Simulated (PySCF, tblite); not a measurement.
**C5H5F3N radical: geometry, infrared bands and EPR parameters**

Wanted: the infrared bands and EPR parameters of C5H5F3N radical (`FC(F)(F)[C]1C=CCN1`), by calculation.

The runs use tblite 0.8.0 and PySCF 2.14.0, with density-fitted response routines of our own; the level of theory stands in each step. All values are computed, except where a source is named. Atoms are numbered from 0 throughout.

## (1) Starting geometry

14 atoms, charge 0, multiplicity 2; geometry from: force field or distance geometry start.

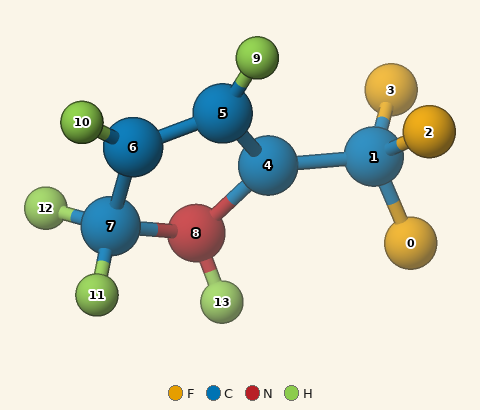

As it starts; fluorine amber, carbon blue, nitrogen red, hydrogen green, atoms numbered.

## (2) Geometry optimisation with GFN2-xTB

What the job is given:

```
{"job": {"kind": "relax", "xc": "GFN2-xTB", "basis": "xTB"}, "charge": 0, "multiplicity": 2}
F      2.625900    -0.473600     0.947900
C      2.057100     0.230700    -0.087600
F      2.389900     1.528400     0.126800
F      2.696200    -0.155900    -1.220400
C      0.577600     0.006300    -0.148600
C     -0.362300     1.017500    -0.554400
C     -1.592800     0.575000    -0.320800
C     -1.578300    -0.802100     0.267800
N     -0.164100    -1.221100     0.284100
H     -0.091900     1.981700    -0.950900
H     -2.502100     1.126400    -0.512700
H     -2.003400    -0.799300     1.278600
H     -2.172200    -1.495100    -0.344500
H      0.119500    -1.519200     1.212400
```

Started as:

```bash
$ OMP_NUM_THREADS=1 python probes_run.py task.json out
```

This one command runs all jobs of the session in turn.

The log of the run:

```text
step      E/eV     max force
  0    -824.76766    3.221
  1    -824.96421    1.592
  2    -825.03908    0.930
  3    -825.08079    0.515
  4    -825.10683    0.445
  5    -825.12835    0.481
  6    -825.15032    0.394
  7    -825.16354    0.276
  8    -825.17262    0.281
  9    -825.17854    0.248
 10    -825.18352    0.214
 11    -825.18835    0.163
 12    -825.19310    0.166
 13    -825.19667    0.135
 14    -825.19923    0.140
 15    -825.20148    0.129
 16    -825.20390    0.131
 17    -825.20618    0.142
 18    -825.20798    0.103
 19    -825.20903    0.073
 20    -825.20963    0.075
 21    -825.20998    0.044
 22    -825.21034    0.052
 23    -825.21074    0.057
 24    -825.21118    0.049
 25    -825.21156    0.045
 26    -825.21185    0.044
 27    -825.21209    0.042
 28    -825.21232    0.040
 29    -825.21251    0.038
 30    -825.21261    0.023
 31    -825.21267    0.015
 32    -825.21270    0.014
 33    -825.21272    0.009
```

Run time: 0.19 s. Hardware: 1 thread of Arm Neoverse V1, shared host.

Relaxation path: (not every step is listed)

```
step  energy from step 0 (eV)  largest force (eV/Å)
   0                   0.0000                3.2208
   1                  -0.1966                1.5916
   2                  -0.2714                0.9302
   3                  -0.3131                0.5152
   4                  -0.3392                0.4453
   5                  -0.3607                0.4813
   6                  -0.3827                0.3939
   7                  -0.3959                0.2758
   8                  -0.4050                0.2806
  10                  -0.4159                0.2140
  12                  -0.4254                0.1660
  14                  -0.4316                0.1403
  16                  -0.4362                0.1309
  18                  -0.4403                0.1030
  20                  -0.4420                0.0751
  22                  -0.4427                0.0523
  24                  -0.4435                0.0495
  26                  -0.4442                0.0437
  28                  -0.4447                0.0399
  29                  -0.4448                0.0381
  30                  -0.4450                0.0234
  31                  -0.4450                0.0147
  32                  -0.4450                0.0143
  33                  -0.4451                0.0086
```

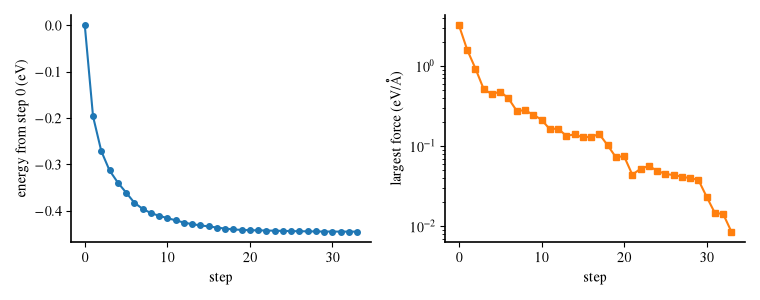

Energy and largest force along the relaxation.

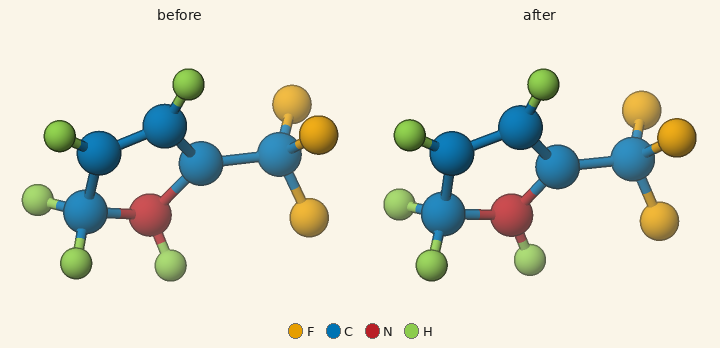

Before and after, at one scale.

Distances of close pairs at the start and the end, largest changes first:

```
  bond  before (Å)  after (Å)  change (Å)
 C4–N8       1.498      1.382      -0.116
 C4–C5       1.439      1.396      -0.042
 C5–C6       1.328      1.366      +0.037
 C7–N8       1.475      1.444      -0.031
 F0–C1       1.375      1.350      -0.026
 C1–C4       1.498      1.474      -0.023
 C1–F2       1.357      1.342      -0.015
C6–H10       1.081      1.070      -0.010
```

The end geometry stands in the next job.

## (3) Infrared spectrum with GFN2-xTB

What the job is given:

```
{"job": {"kind": "ir", "xc": "GFN2-xTB", "basis": "xTB"}, "charge": 0, "multiplicity": 2}
F      2.543505    -0.545887     0.943908
C      2.012078     0.203457    -0.045007
F      2.468421     1.454204     0.123522
F      2.599309    -0.245843    -1.184180
C      0.539580     0.134322    -0.062380
C     -0.379252     1.072206    -0.538079
C     -1.640603     0.582577    -0.351642
C     -1.551797    -0.763704     0.293240
N     -0.128976    -1.001982     0.352333
H     -0.111375     2.016888    -0.969734
H     -2.568001     1.053124    -0.604271
H     -2.014117    -0.778240     1.293200
H     -2.043292    -1.549050    -0.298953
H      0.273842    -1.632544     1.025876
```

The log of the run:

```text
mode    cm-1     km/mol
  1      21.9      0.76
  2     105.4      0.16
  3     155.6      1.98
  4     265.5      4.10
  5     352.9     11.65
  6     356.2      8.80
  7     374.2      5.12
  8     416.4    144.55
  9     461.9      3.34
 10     520.3      2.41
 11     554.9     12.77
 12     651.3     16.91
 13     658.9     15.85
 14     765.0      3.27
 15     847.3      4.37
 16     867.8     60.64
 17     931.5      2.78
 18     958.3    353.43
 19     987.4     10.60
 20    1035.3    150.42
 21    1044.8    123.18
 22    1084.9    145.73
 23    1094.9      8.66
 24    1117.9     40.13
 25    1214.1      3.01
 26    1230.2    102.53
 27    1283.4     87.69
 28    1415.5      2.98
 29    1423.0     94.05
 30    1449.8     19.73
 31    1477.3      3.36
 32    2802.6     31.54
 33    2871.7     38.72
 34    3165.3      5.08
 35    3185.8      8.42
 36    3464.1     13.77
```

Wall time 0.41 s (1 thread of Arm Neoverse V1, shared host).

The strongest bands and the atoms that carry them (share of the mass-weighted mode):

```
cm⁻¹  km/mol                                 atoms
 416   144.6                     H13 72 %, N8 12 %
 958   353.4                      C1 71 %, F3 15 %
1035   150.4             C1 24 %, H9 21 %, N8 12 %
1045   123.2                      C1 52 %, F0 14 %
1085   145.7            H10 30 %, C1 30 %, H9 14 %
1230   102.5   H13 29 %, C7 21 %, N8 16 %, C1 10 %
1283    87.7  C7 27 %, H11 14 %, C6 12 %, H12 12 %
1423    94.0             C4 46 %, N8 18 %, C5 13 %
```

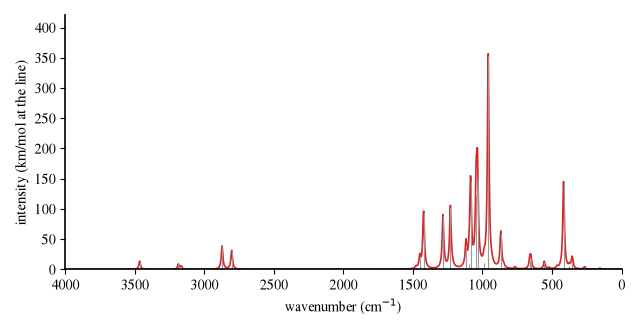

The infrared spectrum from these modes, unscaled. Lines are broadened to a width of 14 cm⁻¹ (Lorentzian).

## (4) EPR parameters: B3LYP/pcH-1

Settings changed since step 3:

```diff
@@ -1,2 +1,2 @@
-{"job": {"kind": "ir", "xc": "GFN2-xTB", "basis": "xTB"}, "charge": 0, "multiplicity": 2}
+{"job": {"kind": "epr", "basis": "pcH-1"}, "charge": 0, "multiplicity": 2}
 F      2.543505    -0.545887     0.943908
```

Level: UKS B3LYP, pcH-1 on C F H N, non-relativistic, mean-field spin-orbit, GIAO.

The log of the run:

```text
UKS, coarse grid
  cycle   1  E = -547.63110293  |g| = 7.03e-01
  cycle   2  E = -547.36929980  |g| = 1.16e+00
  cycle   3  E = -547.79822925  |g| = 8.78e-02
  cycle   4  E = -547.79995149  |g| = 7.07e-02
  cycle   5  E = -547.80248259  |g| = 1.24e-02
  cycle   6  E = -547.80257973  |g| = 6.61e-03
  cycle   7  E = -547.80261503  |g| = 2.27e-03
  cycle   8  E = -547.80262369  |g| = 1.48e-03
  cycle   9  E = -547.80262495  |g| = 4.68e-04
UKS, final grid
  cycle   1  E = -547.80268040  |g| = 7.00e-04
  cycle   2  E = -547.80268004  |g| = 1.17e-03
  cycle   3  E = -547.80268063  |g| = 7.68e-05
  cycle   4  E = -547.80268063  |g| = 3.84e-05
  cycle   5  E = -547.80268064  |g| = 1.73e-05
E = -547.80268064 Eh   <S^2> = 0.7685 (exact 0.7500)
g shifts (ppm)      1          2          3
  rmc          -188       -188       -188
  gc             13         52         45
  oz_so          58        489       1183
  total        -117        354       1041
hyperfine (MHz)  atom isotope    a_iso     a_fc   dipolar eigenvalues
    0   19F      26.00      26.00    -15.76    -14.80     30.56
    1   13C     -22.61     -22.61     -2.87     -0.44      3.32
    2   19F      42.00      42.00    -22.54    -20.56     43.10
    3   19F     153.57     153.57    -53.34    -50.27    103.60
    4   13C      38.77      38.77    -43.83    -42.18     86.01
    5   13C     -37.38     -37.38    -23.09     10.71     12.38
    6   13C      42.47      42.47    -39.52    -37.30     76.82
    7   13C     -29.45     -29.45     -1.09     -0.12      1.21
    8   14N      14.25      14.25    -11.63    -11.48     23.10
    9    1H       8.51       8.51     -4.07     -0.72      4.78
   10    1H     -32.77     -32.77    -19.32     -0.45     19.77
   11    1H     132.16     132.16     -3.11     -0.88      3.99
   12    1H     126.80     126.80     -3.58     -0.88      4.47
   13    1H      -0.04      -0.04    -13.31     -5.64     18.95
```

Wall time 73 s (1 thread of Arm Neoverse V1, shared host); peak memory 1.1 GiB.

Principal g values 2.00220, 2.00267, 2.00336; g(iso) = 2.00275, against 2.00232 for a free electron.

Mean a(iso) over the nuclei that a row names, and the largest dipolar term of the row (other rows stand at the frozen geometry):

```
    nuclei  isotope  a(iso) (MHz)  a(iso) (G, at g = 2.0023)  largest dipolar term (MHz)
  H11, H12       1H         129.5                       46.2                         4.5
F0, F2, F3      19F          73.9                       26.4                       103.6
        C6      13C          42.5                       15.2                        76.8
        C4      13C          38.8                       13.8                        86.0
        C5      13C         -37.4                      -13.3                       -23.1
       H10       1H         -32.8                      -11.7                        19.8
        C7      13C         -29.4                      -10.5                         1.2
        C1      13C         -22.6                       -8.1                         3.3
        N8      14N          14.3                        5.1                        23.1
        H9       1H           8.5                        3.0                         4.8
       H13       1H           0.0                        0.0                        19.0
```

Mulliken spin populations:

F0 0.00; C1 0.00; F2 0.01; F3 0.02; C4 0.47; C5 -0.19; C6 0.48; C7 -0.06; N8 0.18; H9 0.01; H10 -0.02; H11 0.06; H12 0.05; H13 0.00

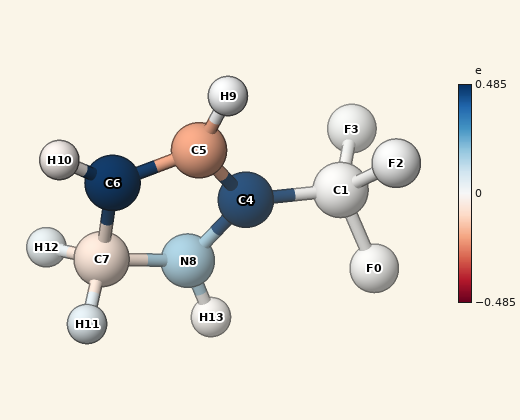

Mulliken spin populations, as colours on the atoms.

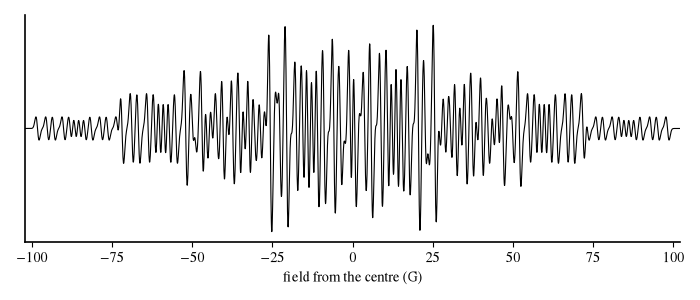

First-order isotropic spectrum (first derivative, main isotopes with spin only, couplings over 0.8 MHz, Gaussian width 0.5 G; couplings of the frozen geometry, rotation of groups not averaged beyond the rows shown).

The fields below are evaluated on a grid from the run's orbitals.

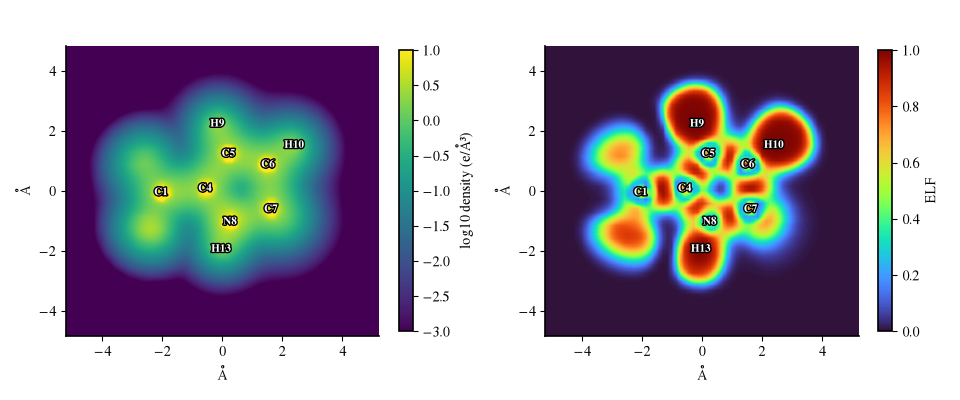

Density (left) and ELF (right) in a plane through or near 9 of the atoms.

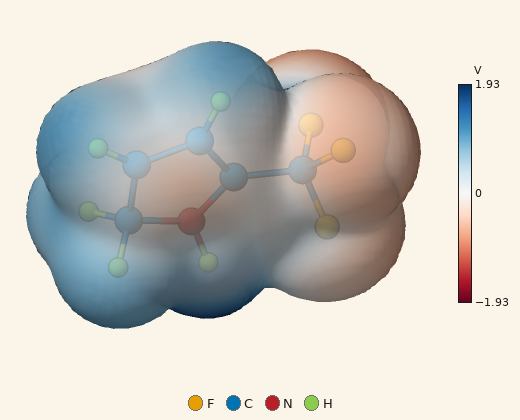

The potential that a unit positive charge feels on the 0.002 e/bohr³ surface, from -0.83 V near F3 to 1.93 V near H13.

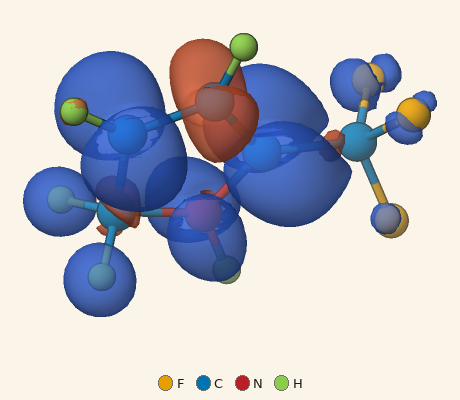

Spin density at ±0.02 e/Å³ (alpha excess blue, beta excess red).

## (5) Results

| quantity | value |
| --- | --- |
| strongest single infrared mode (GFN2-xTB) | 958 cm⁻¹, 353 km/mol |
| zero-point energy (GFN2-xTB) | 58.1 kcal/mol |
| g(iso) (B3LYP) | 2.00275 |
| ⟨S²⟩ | 0.768 (exact 0.75) |
| largest a(iso) (averaged by class) | 1H on H11, H12, 129.5 MHz |
| potential on the surface of density 0.002 e/bohr³, 1st and 99th percentile | -0.83 V and 1.93 V |

In words: Relaxing lowered the energy by 0.445 eV in 33 steps; the close pair that moved most is C4–N8, from 1.498 to 1.382 Å. No mode is imaginary among the 36: a minimum at this level. The strongest single mode, at 958 cm⁻¹, moves mainly C1. GFN2-xTB is a fitted tight-binding method: band positions and strengths are rough. Its intensities can rank the bands wrongly. The largest spin populations lie on C6 (0.48 e), C4 (0.47 e). The isotropic g lies 0.4 ppt above the free-electron value. These values are for one conformer; the search (at its own cheap level) found 2 more, at 0.18, 0.23 kcal/mol, and measured spectra average over such forms.
